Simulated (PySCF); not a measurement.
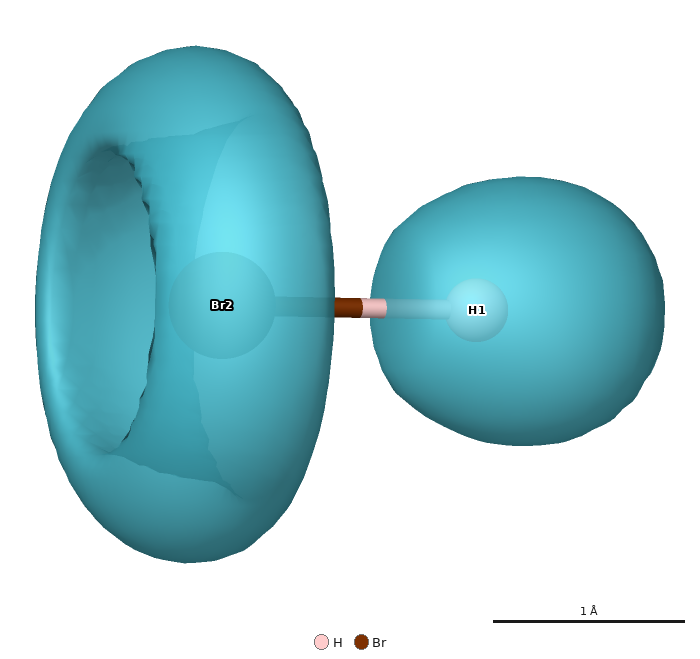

*HBr. Isosurface of the ELF at 0.85 (cyan), seen from one side. Core shells and regions of very low density are left out.*

All numbers below come from PBE0/cc-pVTZ(-PP), non-relativistic Hamiltonian with scalar-relativistic core potentials where named, at a bond length of 1.422 Å (PySCF 2.14.0).

### Describe the localisation domains.

The surface consists of one region around a hydrogen nucleus and one ring or bowl of non-bonding electrons around Br. Along the contacts the grid gives the following. Br–H (1.42 Å): the ELF climbs to about 1 towards the hydrogen, as it does in any bond to H.
